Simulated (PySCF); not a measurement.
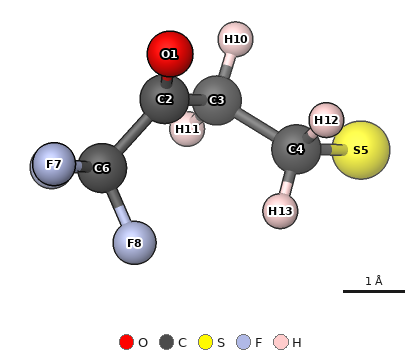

Figure 1. The structure as given in the input (ball-and-stick view, seen at a tilt; atoms are numbered from 1 in the order of the input). Bond lengths as drawn: C–C 1.47 to 1.58 Å, C–F 1.34 to 1.36 Å, C–H 1.09 Å, C–O 1.23 Å and C–S 1.77 Å.

# C4H4F3OS (charge −1): NMR shielding calculation

The run: NMR shielding calculation of C4H4F3OS, charge −1, SMILES O=C(CC[S-])C(F)(F)F. Method and program: GIAO PBE0/pcSseg-1 NMR shielding, non-relativistic, gas phase (PySCF 2.14.0).

The geometry comes from this level: GFN2-xTB. It belongs to a series of runs on one base structure; here: H on C replaced by COCF3. Figures and captions count atoms from 1; the log counts them from 0 in places.

**Log**
```
coarse grid: 12792 points
cycle   1  E = -926.6756745396  dE =  1.342e+00  |g| = 1.233e+00  |ddm| = 3.322e+00
cycle   2  E = -924.9132990881  dE =  1.762e+00  |g| = 2.720e+00  |ddm| = 4.376e+00
cycle   3  E = -926.8598580338  dE = -1.947e+00  |g| = 7.037e-01  |ddm| = 3.940e+00
cycle   4  E = -926.9796218425  dE = -1.198e-01  |g| = 1.415e-01  |ddm| = 1.070e+00
cycle   5  E = -926.9810063580  dE = -1.385e-03  |g| = 1.327e-01  |ddm| = 2.586e-01
cycle   6  E = -926.9838554913  dE = -2.849e-03  |g| = 2.821e-02  |ddm| = 1.120e-01
cycle   7  E = -926.9840386403  dE = -1.831e-04  |g| = 7.570e-03  |ddm| = 3.478e-02
cycle   8  E = -926.9840537215  dE = -1.508e-05  |g| = 2.664e-03  |ddm| = 1.491e-02
cycle   9  E = -926.9840552695  dE = -1.548e-06  |g| = 9.665e-04  |ddm| = 3.821e-03
final grid: 124088 points
cycle  10  E = -927.0705716081  dE = -3.116e-05  |g| = 1.381e-02  |ddm| = 2.652e-02
cycle  11  E = -927.0704651999  dE =  1.064e-04  |g| = 2.722e-02  |ddm| = 3.137e-02
cycle  12  E = -927.0706076767  dE = -1.425e-04  |g| = 2.641e-03  |ddm| = 2.228e-02
cycle  13  E = -927.0706089815  dE = -1.305e-06  |g| = 3.652e-04  |ddm| = 2.675e-03
cycle  14  E = -927.0706090084  dE = -2.688e-08  |g| = 1.913e-04  |ddm| = 1.075e-03
cycle  15  E = -927.0706090193  dE = -1.093e-08  |g| = 6.114e-05  |ddm| = 4.388e-04
cycle  16  E = -927.0706090204  dE = -1.083e-09  |g| = 1.287e-05  |ddm| = 1.049e-04
cycle  17  E = -927.0706090205  dE = -6.867e-11  |g| = 4.928e-06  |ddm| = 2.975e-05
```

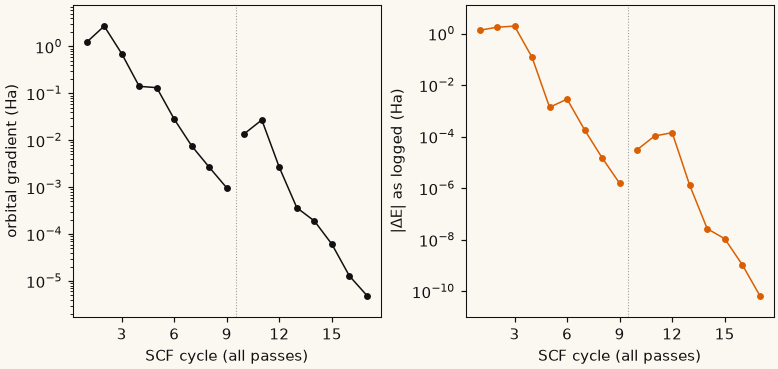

Figure 2. Convergence of the self-consistent field: orbital gradient and size of the energy change against the SCF cycle. The dotted line marks the change from a coarse to the final integration grid. The first 9 cycles use a coarse grid, the final grid takes over at cycle 10, and the field converges after 17 cycles in all.

```
converged SCF energy = -927.0706090205

GIAO shielding tensors (ppm)
atom      isotropic    diamagn.    paramagn.     s11        s22        s33       span
  0 O     -270.952     398.969    -669.921   -813.367   -363.520    364.030   1177.396
  1 C       -3.481     249.936    -253.417   -109.563     11.572     87.548    197.111
  2 C      129.172     252.426    -123.255     79.614    138.748    169.153     89.539
  3 C      122.483     242.394    -119.911     82.354    125.877    159.217     76.863
  4 S      333.996    1055.362    -721.366    -14.926    239.711    777.202    792.128
  5 C       57.116     244.422    -187.306     46.162     51.061     74.125     27.963
  6 F      271.692     469.528    -197.836    187.616    283.908    343.552    155.936
  7 F      247.340     475.609    -228.269    170.145    225.574    346.302    176.157
  8 F      255.873     474.302    -218.429    164.898    248.080    354.641    189.743
  9 H       28.812      30.875      -2.064     25.721     29.260     31.454      5.733
 10 H       28.840      31.688      -2.848     25.325     28.792     32.404      7.079
 11 H       27.507      29.596      -2.089     20.926     28.788     32.805     11.879
 12 H       27.122      29.607      -2.485     20.436     27.669     33.262     12.826
```

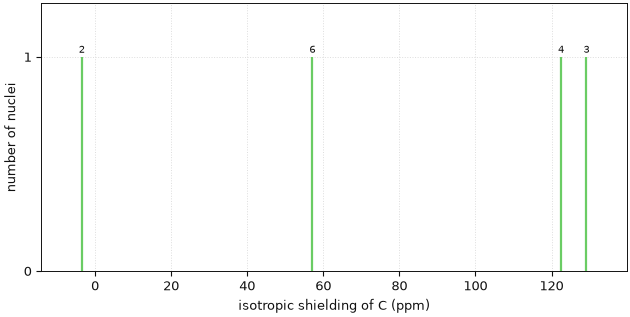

Figure 3. Isotropic shieldings of the carbon nuclei in this fixed geometry, labelled by atom number; shielding grows to the right, so chemical shift grows to the left. The least shielded is C2 (−3.5 ppm), the most shielded C3 (129.2 ppm).

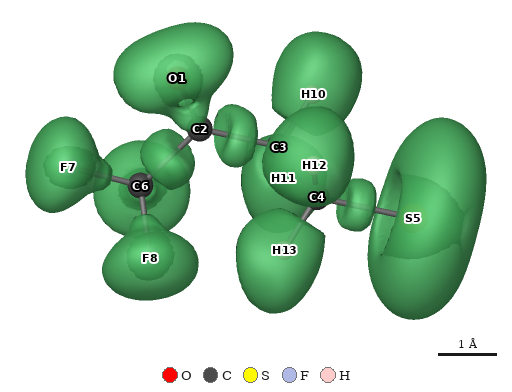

Figure 4. Isosurface of the ELF at 0.75 (green), seen at a tilt. Only the valence region is drawn (cores and ρ < 0.01 e/Å³ removed). Values along the shortest contacts: C–O (1.23 Å): the ELF peaks at about 0.85 between the atoms (a double or triple bond).

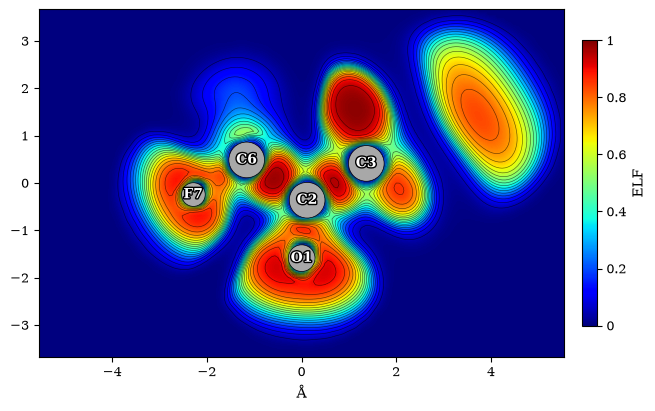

Figure 5. Electron localisation function on the plane of atoms O1, C2 and C3. Grey discs, where drawn, cover atomic cores. The section cuts through O, C and F sites. C–O (1.23 Å): the ELF peaks at about 0.85 between the atoms (a double or triple bond). C–F (1.34 Å): the ELF peaks at about 0.85 between the atoms (a polar covalent bond). C–C (1.47 Å): the ELF peaks at about 0.95 between the atoms (localised, shared-pair bonding). C–C (1.54 Å): the ELF peaks at about 1 between the atoms (a covalent bond).

This output came from the following input.

**Input**
```
{"job": {"kind": "nmr", "xc": "PBE0", "basis": "pcSseg-1"}, "charge": -1, "multiplicity": 1}
O      0.460937    -1.148077     1.724216
C      0.531223    -0.617884     0.617359
C     -0.470799    -0.667297    -0.459076
C     -1.604930     0.394754    -0.184929
S     -2.837242     0.328130    -1.460233
C      1.718688     0.325607     0.336443
F      2.631867     0.326116     1.321107
F      1.372208     1.617611     0.152351
F      2.394383    -0.024203    -0.787155
H     -0.956663    -1.642615    -0.476686
H     -0.033813    -0.447910    -1.433025
H     -2.051087     0.164171     0.785680
H     -1.159161     1.392084    -0.153783
```

The first line tells a small driver script what to run in PySCF; the rest is the geometry in Å.

Launch command:
```bash
OMP_NUM_THREADS=1 python <driver script> task.json out
```

**Summary**

```json
{"quantity": "outcome", "value": "converged"}
{"quantity": "total energy", "value": "−927.070609 hartree"}
{"quantity": "HOMO", "value": "−0.21 eV"}
{"quantity": "LUMO", "value": "1.96 eV"}
{"quantity": "isotropic shielding, O", "value": "−271.0 ppm"}
{"quantity": "isotropic shielding, C", "value": "−3.5 to 129.2 ppm"}
{"quantity": "isotropic shielding, S", "value": "334.0 ppm"}
{"quantity": "isotropic shielding, F", "value": "247.3 to 271.7 ppm"}
{"quantity": "isotropic shielding, H", "value": "27.1 to 28.8 ppm"}
{"quantity": "hardware", "value": "1 CPU thread, shared host"}
{"quantity": "wall time", "value": "1.8 min"}
{"quantity": "peak memory", "value": "0.81 GiB"}
```
